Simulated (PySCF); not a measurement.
## Electronic structure of C7H4F2N (doublet) in real space

Input

```
{"job": {"kind": "epr", "basis": "pcH-1"}, "charge": 0, "multiplicity": 2}
C      2.813273    -0.354769     0.444965
C      1.725419    -0.328512    -0.059598
C      0.419713    -0.300161    -0.616437
C     -0.444773     0.930724    -0.471703
C      0.060368     2.073895     0.202298
N      0.460381     2.996782     0.747856
C     -0.773349    -0.302742     0.365164
C     -1.971138    -1.041519     0.100507
F     -2.397916    -1.973408     0.957987
F     -2.316545    -1.360201    -1.156073
H      3.775041    -0.374323     0.862353
H      0.291852    -0.874869    -1.526468
H     -1.114433     1.161773    -1.292800
H     -0.528571    -0.253143     1.419783
```

Launched as:

```sh
OMP_NUM_THREADS=1 python probes_run.py task.json out
```

Geometry: GFN2-xTB.

The calculation used UKS B3LYP, pcH-1 on C F H N, non-relativistic, mean-field spin-orbit, GIAO (PySCF 2.14.0, density-fitted response routines).

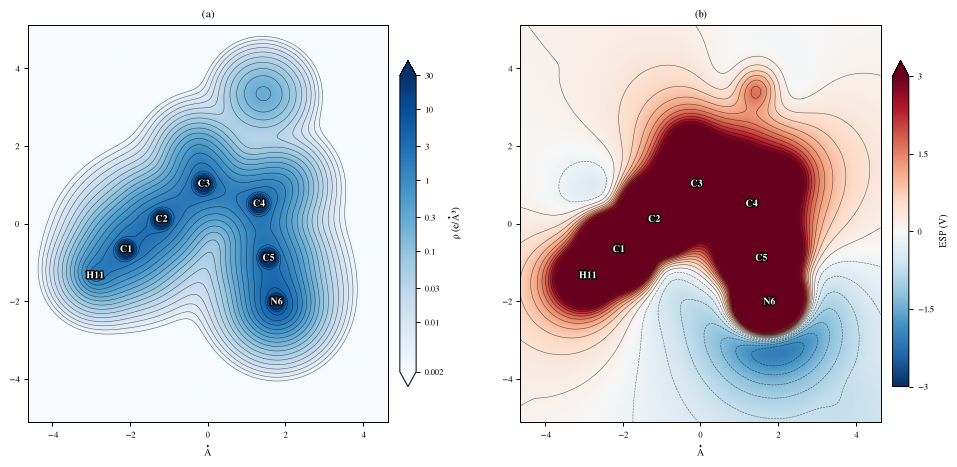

Figure 1. (a) total electron density; (b) electrostatic potential on the plane of atoms C2, C3 and C4.

Describe what can be read from this map.

Answer. Atoms in the plane: C, N and H. C–N (1.14 Å): ρ is about 3.6 e/Å³ halfway. C–C (1.20 Å): the density is about 2.8 e/Å³ at the midpoint. C–H (1.05 Å): the density is about 2.2 e/Å³ at the midpoint. Outside the dense part of the molecule the potential is most negative (−2.1 V) near N6.

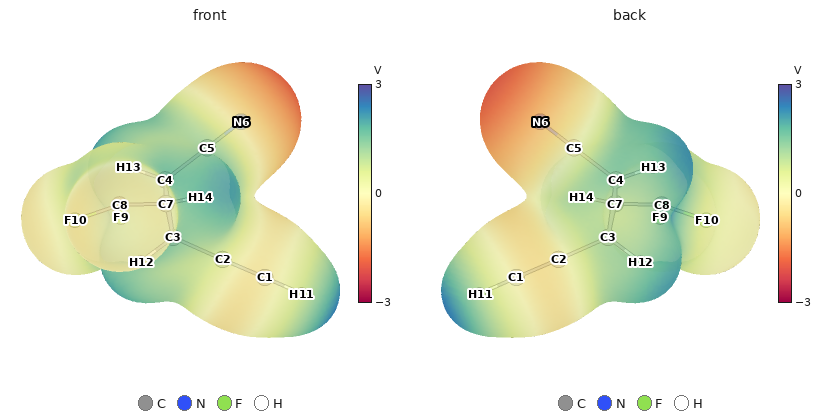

Figure 2. The molecular electrostatic potential painted on the density surface at 0.004 e/bohr³, seen from the front and from behind; the colour scale runs from red (negative) to blue (positive).

Where is the surface potential most negative and most positive?

Answer. The most negative region (about −1.9 V) lies over N6, the most positive (about +2.4 V) over H11. N6 is the likeliest acceptor of a hydrogen bond.
